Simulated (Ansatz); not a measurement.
# SiNH4O2 (SMILES N[Si](O)O) at UCCSD/cc-pVDZ

Aim: the energy change on altering one bond length of SiNH4O2 at UCCSD/cc-pVDZ, from 2 runs. 

The calculation is run with Ansatz 0.2.0.

68 further runs of the same task are left out: 68 set aside as unsound or not needed.

### Step 1. Starting point

The species is SiNH4O2 (8 atoms), meant as a doublet with charge 0. SMILES: `N[Si](O)O`. The shape is that of a PBE0-D4/def2-TZVP optimisation. This is one conformer, not always the lowest.

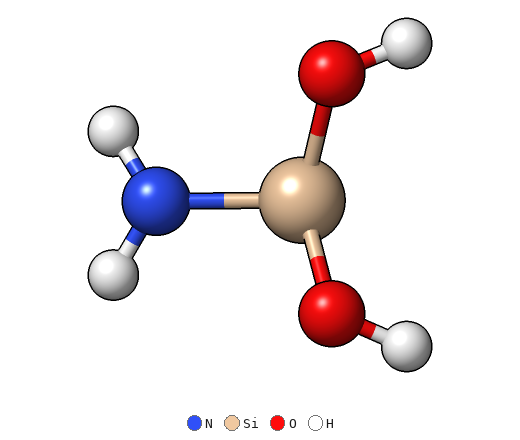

The structure, seen from a chosen angle (nitrogen blue, silicon light orange, oxygen red, hydrogen white).

### Step 2. A single-point energy at UCCSD/cc-pVDZ

job.yaml

```yaml
basis:
  gaussian:
    orbitals: cc-pVDZ
crystal:
  periodic: [false, false, false]
  atoms:
    - {symbol: N, position_ang: [-0.498000, 1.267000, 0.129300]}
    - {symbol: Si, position_ang: [0.096000, -0.243600, -0.376000]}
    - {symbol: O, position_ang: [1.641600, -0.288300, 0.202600]}
    - {symbol: O, position_ang: [-0.956500, -1.334700, 0.277900]}
    - {symbol: H, position_ang: [0.071200, 2.094000, 0.065100]}
    - {symbol: H, position_ang: [-1.483600, 1.467400, 0.110500]}
    - {symbol: H, position_ang: [2.250900, -0.848000, -0.280900]}
    - {symbol: H, position_ang: [-1.029400, -2.171000, -0.184200]}
magnetization:
  spin_polarized: true
  initial_magnetization: 1
correlation:
  method: ccsd
  frozen_orbitals: {H: 0, "N": 1, O: 1, Si: 5}
accuracy: high
scf:
  omitted_lower_state_checks: [cluster_reference, increment]
```

The run is started by

```
ansatz run job.yaml --threads 1 --pin off --max-ram 3480MiB --events-out events.jsonl --progress --plain --runs-dir runs
```

Log (excerpt; [...] marks lines left out):

```text
Warning: RAYON_NUM_THREADS=1 ignored (pool sized by the plan → 1); use --threads N
Functional definition: HF
  name "HF"
[...]
1811 factors; integrals over basis functions are off by at most 3.9e-9 eV
[...]
mean field -13483.69303696 eV, -495.5165795330 hartree, gradient 3.9e-8 eV, S^2 0.754726; 0 other end points of the search recorded, 0 dependent functions left out
8 core orbitals not correlated: weight in the atoms' cores, before any rotation towards them, 1.000 or more for the frozen orbitals, at most 0.000 for the correlated occupied ones
reference -13483.69303696 eV, -495.5165795330 hartree; 13, 12 occupied and 59, 60 virtual orbitals, 1811 factors
second order -16.98908552 eV of doubles, -0.00000000 eV of singles
cycle   1  -17.19136561 eV  change   -2.0e-1 eV  update   9.0e-2
[...]
cycle  23  -17.66584450 eV  change   -1.2e-9 eV  update   1.5e-9
Total energy: -13501.35888146 eV, -496.1657873439 hartree
Checks for a lower state left out: cluster_reference, increment
```

It took 38 s on 1 thread of Arm Neoverse V1, shared host; peak memory 0.76 GiB.

### Step 3. The distorted shape, same level

in.yaml

```yaml
basis:
  gaussian: {orbitals: cc-pVDZ}
crystal:
  periodic: [false, false, false]
  atoms:
    - {symbol: "N", position_ang: [-0.350194, 1.236947, 0.132119]}
    - {symbol: Si, position_ang: [0.243806, -0.273653, -0.373181]}
    - {symbol: O, position_ang: [1.789406, -0.318353, 0.205419]}
    - {symbol: O, position_ang: [-0.808694, -1.364753, 0.280719]}
    - {symbol: H, position_ang: [0.219006, 2.063947, 0.067919]}
    - {symbol: H, position_ang: [-1.483600, 1.467400, 0.110500]}
    - {symbol: H, position_ang: [2.398706, -0.878053, -0.278081]}
    - {symbol: H, position_ang: [-0.881594, -2.201053, -0.181381]}
magnetization: {spin_polarized: true, initial_magnetization: 1}
correlation: {method: ccsd, frozen_orbitals: {H: 0, "N": 1, O: 1, Si: 5}}
accuracy: high
scf: {omitted_lower_state_checks: [cluster_reference, increment]}
```

The run is started by

```
ansatz run in.yaml --threads 1 --pin off --max-ram 3480MiB --events-out events.jsonl --progress --plain --runs-dir runs
```

Log (excerpt; [...] marks lines left out):

```text
Warning: RAYON_NUM_THREADS=1 ignored (pool sized by the plan → 1); use --threads N
[... 2 set-up lines as earlier in the session ...]
[...]
1818 factors; integrals over basis functions are off by at most 3.9e-9 eV
[...]
mean field -13483.23156765 eV, -495.4996208485 hartree, gradient 2.9e-8 eV, S^2 0.754956; 0 other end points of the search recorded, 0 dependent functions left out
8 core orbitals not correlated: weight in the atoms' cores, before any rotation towards them, 1.000 or more for the frozen orbitals, at most 0.000 for the correlated occupied ones
reference -13483.23156765 eV, -495.4996208485 hartree; 13, 12 occupied and 59, 60 virtual orbitals, 1818 factors
second order -17.08970331 eV of doubles, -0.00000000 eV of singles
cycle   1  -17.27743603 eV  change   -1.9e-1 eV  update   9.2e-2
[...]
cycle  24  -17.77319803 eV  change  -9.6e-10 eV  update   1.8e-9
Total energy: -13501.00476568 eV, -496.1527738288 hartree
Checks for a lower state left out: cluster_reference, increment
```

It took 40 s on 1 thread of Arm Neoverse V1, shared host; peak memory 0.76 GiB.

### Step 4. Outcome

Level: UCCSD/cc-pVDZ, 8 core orbitals frozen.

| quantity | value |
| --- | --- |
| first shape: total energy | -496.16579 Eh |
| first shape: correlation energy (8 core orbitals frozen) | -649.2 mEh |
| first shape: ⟨S²⟩ of the reference determinant | 0.755 |
| first shape: T1 diagnostic | 0.014 |
| distorted shape: total energy | -496.15277 Eh |
| distorted shape: correlation energy (8 core orbitals frozen) | -653.2 mEh |
| distorted shape: ⟨S²⟩ of the reference determinant | 0.755 |
| distorted shape: T1 diagnostic | 0.015 |
| energy change with the N1–H6 bond stretched from 1.006 to 1.157 Å | 0.354 eV |

What this shows: With the N1–H6 bond stretched from 1.006 to 1.157 Å the energy rises by 0.35 eV (8.2 kcal/mol). The first shape isn't relaxed at this level, so the change isn't measured from a minimum.
